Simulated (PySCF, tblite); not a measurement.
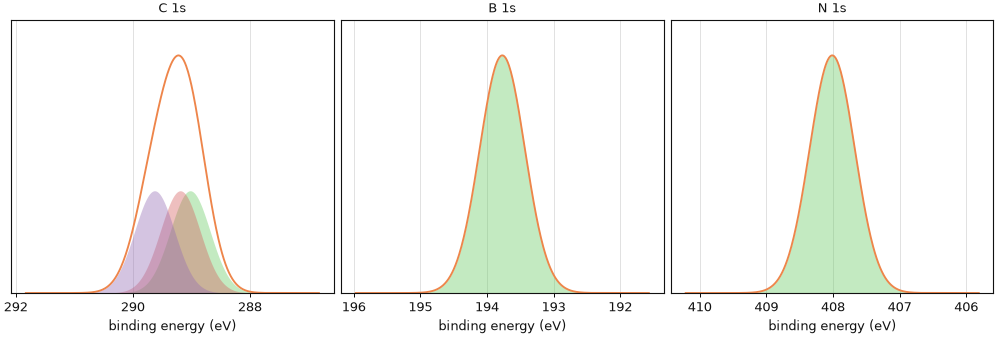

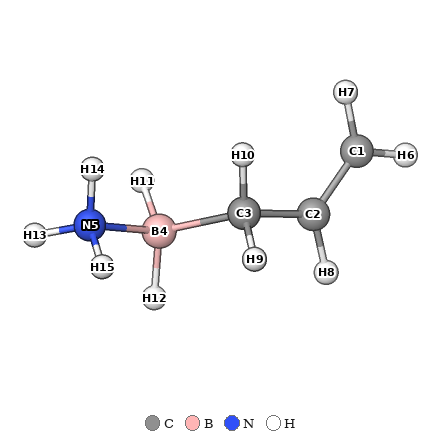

Simulated XPS of C₃H₁₀BN, SMILES C=CC[BH2-][NH3+]. Vertical core-electron binding energies by ΔSCF (SCAN, pcX-2 on the ionised atom, pcseg-1 elsewhere, spin-free X2C; PySCF, at a GFN2-xTB geometry (a minimum by its frequencies)), gas phase, against the vacuum level. One atom of each kind was ionised; within a panel, areas follow the number of like atoms, each panel is scaled alone, Gaussians of 0.8 eV full width. Only the regions named are shown. Lines closer than the width merge in the curve.

Q: Which atoms give which peak?

A:
| level | atoms | binding energy (eV) |
| --- | --- | --- |
| C 1s | C2 | 289.6 |
| C 1s | C3 | 289.2 |
| C 1s | C1 | 289.0 |
| B 1s | B4 | 193.8 |
| N 1s | N5 | 408.0 |

Q: How large is the chemical shift across the C 1s region?

A: 0.6 eV, from C1 at 289.0 eV to C2 at 289.6 eV.

Caveats: one conformer of a flexible molecule; the tight-binding geometry is rougher than a DFT one and adds to the error.
